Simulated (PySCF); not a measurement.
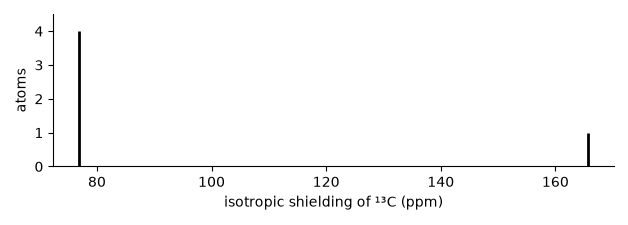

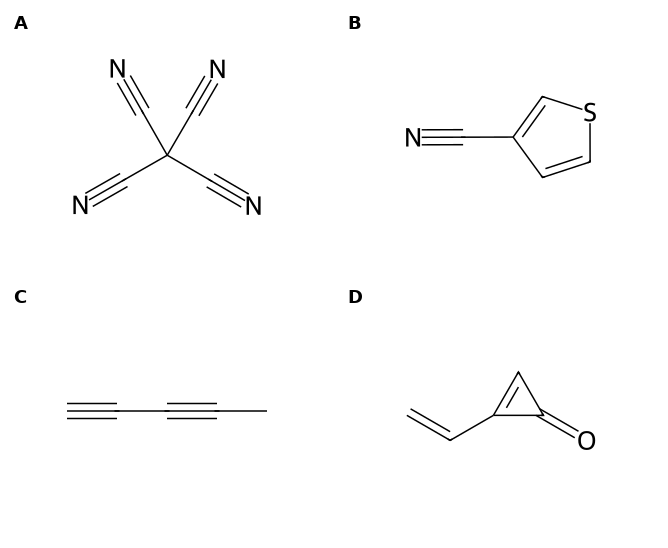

The sticks are computed shieldings of one of the molecules, for one fixed geometry (PBE0-D3(BJ)/def2-SVP) without averaging over rotations. Low shielding means a high chemical shift. Method: GIAO PBE0/pcSseg-1 NMR shielding, non-relativistic, gas phase (PySCF 2.14.0).

**Match the spectrum to a structure.**

A, `N#CC(C#N)(C#N)C#N`. Its 5 C atoms give lines at 76.8 (4 atoms), 165.7 ppm.
